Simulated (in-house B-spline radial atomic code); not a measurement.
**Al⁺: density, ELF and screening along the radius**

Aim: the shell structure of Al⁺ in the radial density, the electron localisation function and the screened nuclear charge, under several settings.

Method: several methods, spin-polarised, as named in each step; spherical all-electron atom at the radial basis limit. Code: in-house B-spline radial atomic code version 1.

### Step 1. What is computed

* element: aluminium (Z = 13)
* charge: +1
* electrons: 12
* configuration: [Ne] 3s2
* nucleus: point (non-relativistic runs) or finite (X2C runs)

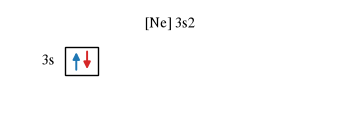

Outer shells as boxes.

Where spins are not typed, each open shell is filled with up spins first.

### Step 2. TPSS, X2C, [Ne] 3s2

Settings, as recorded:

```ini
Z = 13
electrons = 12.0
configuration = [Ne] 3s2
hamiltonian = x2c
method = tpss,tpss
spin_polarised = True
nucleus = fermi
rms_radius = 3.061
mass_number = 27
atomic_mass = 26.981538408
speed_of_light = 137.035999084
```

Run with:

```console
> python run_scf.py task.json out
```

One command runs all members of the session, one after another, from task.json.

From the run's result record (rounded, not every field):

```text
status: converged
scf [iteration, energy, orbital gradient]:
  - [1, -242.601729326, 0.0182]
  - [2, -242.602866339, 0.000891]
  - [3, -242.602875825, 0.000395]
  - [4, -242.602876978, 0.000213]
  - [5, -242.602877392, 2.41e-05]
  - [6, -242.602877399, 9.7e-06]
  - [7, -242.6028774, 9.58e-07]
  - [8, -242.6028774, 7.04e-08]
energy [hartree]: {"total": -242.6028774, "kinetic": 243.114693731, "nuclear": -576.574423121, "coulomb": 109.276009127, "xc": -18.4191571369}
orbitals [hartree, bohr; up spins, the down spins are equal]:
  - ["name", "occ", "eps", "<r>", "<r^2>", "<1/r>", "r_max"]
  - ["1s up", 1.0, -56.06569, 0.11989, 0.019373, 12.686, 0.078215]
  - ["2s up", 1.0, -4.3324962, 0.62394, 0.46653, 2.3483, 0.49467]
  - ["2p up", 3.0, -2.8838209, 0.60229, 0.46081, 2.2111, 0.42719]
  - ["3s up", 1.0, -0.54645229, 2.3871, 6.5559, 0.55932, 2.0337]
sum_r [bohr^k]: {"-1": 44.45338, "1": 9.875471, "2": 16.8484}
radius_at_0.001 [bohr]: 3.889
radius_enclosing_fraction [bohr]: {"0.5": 0.55, "0.9": 2.084, "0.99": 3.934}
slater [hartree]:
  F0(2p up,2p up): 1.5318
  F2(2p up,2p up): 0.69785
  F0(2p up,2p down): 1.5318
  F2(2p up,2p down): 0.69785
  F0(2p up,3s up): 0.5008
  G1(2p up,3s up): 0.031698
  F0(2p up,3s down): 0.5008
  F0(2p down,2p down): 1.5318
  F2(2p down,2p down): 0.69785
  F0(2p down,3s up): 0.5008
  F0(2p down,3s down): 0.5008
  G1(2p down,3s down): 0.031698
  F0(3s up,3s up): 0.3779
  F0(3s up,3s down): 0.3779
  F0(3s down,3s down): 0.3779
```

It took 0.29 s on 1 thread, shared host.

radius_at_0.001 is where the density falls to 0.001 electrons per bohr³. Meta-GGA runs start from a PBE run whose iterations are not counted.

Fields along the radius, from the same record (one point in 2):

| r (bohr) | 4πr²n (1/bohr) | ELF | screened charge r·V (e) | reduced gradient s |
| --- | --- | --- | --- | --- |
| 0.0138 | 2.439 | 0.9999 | 12.39 | 0.4519 |
| 0.0199 | 4.286 | 0.9998 | 12.13 | 0.4615 |
| 0.0287 | 7.041 | 0.9997 | 11.78 | 0.4878 |
| 0.0414 | 10.49 | 0.9992 | 11.29 | 0.5357 |
| 0.0598 | 13.61 | 0.9968 | 10.66 | 0.6158 |
| 0.0862 | 14.55 | 0.9794 | 9.883 | 0.7421 |
| 0.124 | 12.31 | 0.7994 | 8.969 | 0.9013 |
| 0.179 | 9.063 | 0.2634 | 7.883 | 0.8510 |
| 0.258 | 9.076 | 0.2748 | 6.591 | 0.3769 |
| 0.372 | 12.05 | 0.7208 | 5.120 | 0.3275 |
| 0.537 | 11.95 | 0.8653 | 3.707 | 0.5441 |
| 0.774 | 6.997 | 0.7982 | 2.668 | 0.9153 |
| 1.12 | 2.327 | 0.2225 | 2.023 | 1.452 |
| 1.61 | 1.097 | 0.1375 | 1.571 | 0.7652 |
| 2.32 | 0.9515 | 0.9719 | 1.218 | 0.8849 |
| 3.35 | 0.3830 | 0.9999 | 1.042 | 2.098 |
| 4.83 | 0.04841 | 1.000 | 1.003 | 5.771 |
| 6.96 | 0.001354 | 1.000 | 1.000 | 25.13 |

### Step 3. PW91, X2C, [Ne] 3s2

Settings: those of step 2 with these lines changed.

```diff
@@ -4,3 +4,3 @@
 hamiltonian = x2c
-method = tpss,tpss
+method = pw91,pw91
 spin_polarised = True
```

Result record:

```text
status: converged
scf [iteration, energy, orbital gradient]:
  - [1, -242.123906275, 0.196]
  - [2, -242.419811481, 0.0879]
  - [3, -242.567200615, 0.0152]
  - [4, -242.572652001, 0.00234]
  - [5, -242.572767606, 0.00184]
  - [6, -242.57283908, 0.00018]
  - [7, -242.572839577, 6.78e-06]
  - [8, -242.572839578, 5.27e-07]
  - [9, -242.572839578, 8.44e-09]
energy [hartree]: {"total": -242.572839578, "kinetic": 243.082230898, "nuclear": -576.577850157, "coulomb": 109.307683449, "xc": -18.3849037684}
orbitals [hartree, bohr; up spins, the down spins are equal]:
  - ["name", "occ", "eps", "<r>"]
  - ["1s up", 1.0, -55.853065, 0.12004]
  - ["2s up", 1.0, -4.2832024, 0.62588]
  - ["2p up", 3.0, -2.8716779, 0.60266]
  - ["3s up", 1.0, -0.54616934, 2.3752]
sum_r [bohr^k]: {"-1": 44.4538, "1": 9.858233, "2": 16.77721}
```

Wall time 0.19 s (1 thread, shared host).

The record's radial tables, every 4th point:

| r (bohr) | 4πr²n (1/bohr) | ELF | screened charge r·V (e) | reduced gradient s |
| --- | --- | --- | --- | --- |
| 0.0138 | 2.441 | 0.9999 | 12.39 | 0.4529 |
| 0.0287 | 7.042 | 0.9997 | 11.78 | 0.4886 |
| 0.0596 | 13.58 | 0.9968 | 10.66 | 0.6155 |
| 0.124 | 12.31 | 0.7983 | 8.969 | 0.8998 |
| 0.258 | 9.094 | 0.2765 | 6.590 | 0.3800 |
| 0.535 | 11.98 | 0.8649 | 3.718 | 0.5411 |
| 1.11 | 2.416 | 0.2369 | 2.031 | 1.422 |
| 2.31 | 0.9487 | 0.9670 | 1.218 | 0.9085 |
| 4.80 | 0.05148 | 1.000 | 1.003 | 5.483 |

### Step 4. PBE, X2C, [He] 2s1 2p6 3s2 3d1

Settings: those of step 3 with these lines changed.

```diff
@@ -2,5 +2,5 @@
 electrons = 12.0
-configuration = [Ne] 3s2
+configuration = [He] 2s1 2p6 3s2 3d1
 hamiltonian = x2c
-method = pw91,pw91
+method = pbe,pbe
 spin_polarised = True
```

Result record:

```text
status: converged
scf [iteration, energy, orbital gradient]:
  - [1, -236.903519522, 0.22]
  - [2, -237.67330403, 0.117]
  - [3, -237.964128474, 0.0264]
  - [4, -237.98100549, 0.00562]
  - [5, -237.981636202, 0.00334]
  - [6, -237.981916722, 0.000142]
  - [7, -237.981916951, 2.1e-05]
  - [8, -237.981916959, 3.68e-06]
  - [9, -237.98191696, 1.47e-07]
energy [hartree]: {"total": -237.98191696, "kinetic": 238.496235495, "nuclear": -559.839537455, "coulomb": 100.758210564, "xc": -17.3968255629}
orbitals [hartree, bohr; first row names the columns]:
  - ["name", "occ", "eps", "<r>"]
  - ["1s up", 1.0, -56.89584, 0.11994]
  - ["1s down", 1.0, -56.837816, 0.11998]
  - ["2s up", 1.0, -5.0849034, 0.60758]
  - ["2p up", 3.0, -3.6836191, 0.57393]
  - ["2p down", 3.0, -3.5761129, 0.57686]
  - ["3s up", 1.0, -0.74612225, 2.1042]
  - ["3s down", 1.0, -0.71275577, 2.1024]
  - ["3d up", 1.0, -0.19485259, 3.6319]
sum_r [bohr^k]: {"-1": 43.16351, "1": 12.13829, "2": 29.06638}
```

Run time: 0.23 s. Hardware: 1 thread, shared host.

Fields along the radius, from the same record (one point in 4):

| r (bohr) | 4πr²n (1/bohr) | ELF | screened charge r·V (e) | reduced gradient s | 4πr²(n↑−n↓) |
| --- | --- | --- | --- | --- | --- |
| 0.0154 | 2.829 | 0.9998 | 12.34 | 0.4575 | 0.09775 |
| 0.0332 | 8.151 | 0.9994 | 11.64 | 0.5071 | 0.2709 |
| 0.0714 | 14.16 | 0.9913 | 10.38 | 0.6682 | 0.3721 |
| 0.154 | 10.43 | 0.4835 | 8.501 | 0.8996 | 0.003551 |
| 0.332 | 10.72 | 0.5596 | 5.907 | 0.3445 | 1.178 |
| 0.715 | 6.963 | 0.7232 | 3.380 | 0.9060 | 1.210 |
| 1.54 | 1.427 | 0.2150 | 1.977 | 0.5915 | 0.1575 |
| 3.32 | 0.5138 | 0.1429 | 1.160 | 1.539 | 0.2585 |
| 7.15 | 0.02977 | 0.009568 | 1.004 | 4.737 | 0.02962 |

### Step 5. PBE, non-rel., [Ne] 3s1 3d1

Settings, as recorded:

```ini
Z = 13
electrons = 12.0
configuration = [Ne] 3s1 3d1
hamiltonian = nr
method = pbe,pbe
spin_polarised = True
```

Result record:

```text
status: converged
scf [iteration, energy, orbital gradient]:
  - [1, -241.11753443, 0.204]
  - [2, -241.444736646, 0.0882]
  - [3, -241.591522002, 0.0166]
  - [4, -241.597593268, 0.00291]
  - [5, -241.597752693, 0.00199]
  - [6, -241.597837771, 0.000166]
  - [7, -241.597838249, 2.43e-05]
  - [8, -241.597838257, 4.42e-06]
  - [9, -241.597838258, 1.16e-07]
energy [hartree]: {"total": -241.597838257, "kinetic": 241.236863451, "nuclear": -571.845153898, "coulomb": 107.11438746, "xc": -18.1039352705}
orbitals [hartree, bohr; first row names the columns]:
  - ["name", "occ", "eps", "<r>"]
  - ["1s up", 1.0, -55.906141, 0.12052]
  - ["1s down", 1.0, -55.902156, 0.12052]
  - ["2s up", 1.0, -4.4379004, 0.62694]
  - ["2s down", 1.0, -4.4290306, 0.6261]
  - ["2p up", 3.0, -3.0410644, 0.60206]
  - ["2p down", 3.0, -3.0320783, 0.60039]
  - ["3s up", 1.0, -0.65953127, 2.2914]
  - ["3d up", 1.0, -0.1837722, 4.0827]
sum_r [bohr^k]: {"-1": 43.98809, "1": 11.47559, "2": 29.50505}
```

Wall time 0.11 s (1 thread, shared host).

The record's radial tables, every 4th point:

| r (bohr) | 4πr²n (1/bohr) | ELF | screened charge r·V (e) | reduced gradient s | 4πr²(n↑−n↓) |
| --- | --- | --- | --- | --- | --- |
| 0.0159 | 2.950 | 0.9999 | 12.31 | 0.4302 | 0.007772 |
| 0.0345 | 8.583 | 0.9995 | 11.56 | 0.5014 | 0.02164 |
| 0.0751 | 14.49 | 0.9906 | 10.21 | 0.6845 | 0.02726 |
| 0.163 | 9.780 | 0.3772 | 8.214 | 0.9116 | -0.004753 |
| 0.356 | 11.64 | 0.6702 | 5.371 | 0.3131 | 0.08750 |
| 0.774 | 6.999 | 0.8131 | 2.798 | 0.9159 | 0.009694 |
| 1.68 | 0.7864 | 0.1047 | 1.756 | 0.9746 | 0.5836 |
| 3.66 | 0.3560 | 0.1244 | 1.155 | 1.372 | 0.3560 |
| 7.98 | 0.02475 | 0.008903 | 1.004 | 5.156 | 0.02475 |

### Step 6. LDA (VWN5), non-rel., [He] 2s1 2p6 3s2 4d1

Settings, as recorded:

```ini
Z = 13
electrons = 12.0
configuration = [He] 2s1 2p6 3s2 4d1
hamiltonian = nr
method = lda,vwn
spin_polarised = True
```

Result record:

```text
status: converged
scf [iteration, energy, orbital gradient]:
  - [1, -235.471331581, 0.19]
  - [2, -236.265874046, 0.123]
  - [3, -236.512239857, 0.0287]
  - [4, -236.527943603, 0.00597]
  - [5, -236.528787281, 0.0038]
  - [6, -236.529030698, 0.000114]
  - [7, -236.529030316, 2.34e-05]
  - [8, -236.529030348, 2.02e-06]
  - [9, -236.529030348, 4.81e-07]
  - [10, -236.529030348, 1.64e-08]
energy [hartree]: {"total": -236.529030348, "kinetic": 235.937373245, "nuclear": -554.852592746, "coulomb": 98.70641713, "xc": -16.3202279776}
orbitals [hartree, bohr; first row names the columns]:
  - ["name", "occ", "eps", "<r>"]
  - ["1s up", 1.0, -56.684888, 0.12086]
  - ["1s down", 1.0, -56.615872, 0.12088]
  - ["2s up", 1.0, -5.1932096, 0.61227]
  - ["2p up", 3.0, -3.8379984, 0.57545]
  - ["2p down", 3.0, -3.7360791, 0.57869]
  - ["3s up", 1.0, -0.86938482, 2.0368]
  - ["3s down", 1.0, -0.85536676, 2.0541]
  - ["4d up", 1.0, -0.12451607, 8.0825]
sum_r [bohr^k]: {"-1": 42.68097, "1": 16.48974, "2": 86.43318}
```

It took 0.13 s on 1 thread, shared host.

The record's radial tables, every 4th point:

| r (bohr) | 4πr²n (1/bohr) | ELF | screened charge r·V (e) | reduced gradient s | 4πr²(n↑−n↓) |
| --- | --- | --- | --- | --- | --- |
| 0.0189 | 3.734 | 0.9998 | 12.21 | 0.4440 | 0.1276 |
| 0.0435 | 10.52 | 0.9988 | 11.28 | 0.5400 | 0.3349 |
| 0.100 | 13.83 | 0.9451 | 9.656 | 0.7897 | 0.2427 |
| 0.232 | 8.841 | 0.2379 | 7.255 | 0.5351 | 0.2824 |
| 0.534 | 10.66 | 0.8048 | 4.287 | 0.5946 | 1.768 |
| 1.23 | 1.684 | 0.08119 | 2.529 | 1.096 | 0.1671 |
| 2.84 | 0.5079 | 0.9348 | 1.633 | 2.022 | 0.02167 |
| 6.55 | 0.1352 | 0.05987 | 1.201 | 0.1857 | 0.1348 |
| 15.1 | 0.006933 | 0.003883 | 1.001 | 9.873 | 0.006933 |

### Step 7. The runs side by side

| run | total energy (hartree) | highest level (eV) | radius holding 50 / 90 / 99 % (bohr) | radius at n = 0.001 (bohr) | ELF minima on the full grid (bohr) |
| --- | --- | --- | --- | --- | --- |
| TPSS, X2C, [Ne] 3s2 | -242.6029 | -14.870 | 0.550 / 2.08 / 3.93 | 3.89 | 0.21, 1.3 |
| PW91, X2C, [Ne] 3s2 | -242.5728 | -14.862 | 0.550 / 2.07 / 3.94 | 3.88 | 0.21, 1.3 |
| PBE, X2C, [He] 2s1 2p6 3s2 3d1 | -237.9819 | -5.302 | 0.572 / 2.58 / 5.62 | 4.30 | 0.23, 1.3 |
| PBE, non-rel., [Ne] 3s1 3d1 | -241.5978 | -5.001 | 0.552 / 2.47 / 6.19 | 4.38 | 0.20, 1.4 |
| LDA (VWN5), non-rel., [He] 2s1 2p6 3s2 4d1 | -236.5290 | -3.388 | 0.573 / 2.84 / 11.2 | 3.54 | 0.23, 1.2, 4.3 |

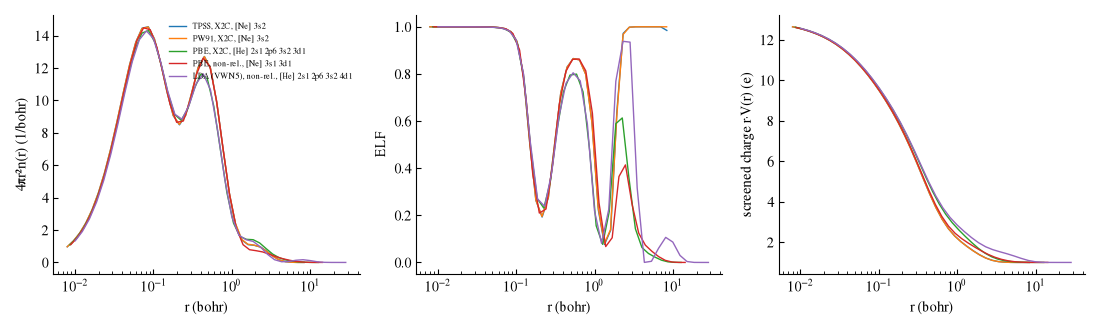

Radial density, ELF and screened nuclear charge of all runs.

What this shows: In the first run ELF has 2 minima on the grid, which mark the borders between shells. On the record's full grid the screened charge (r times the electrostatic potential) falls from 12.9 near the nucleus to 1.00 at 8.3 bohr; far out it tends to the net charge, 1. The radius that holds 99 % of the electrons runs from 3.93 bohr (TPSS, X2C, [Ne] 3s2) to 11.2 bohr (LDA (VWN5), non-rel., [He] 2s1 2p6 3s2 4d1). The grid is coarse (about 20 % a step), so the places of minima are rough. For X2C runs ELF uses the non-relativistic kinetic energy density, and the fields carry no picture-change correction.
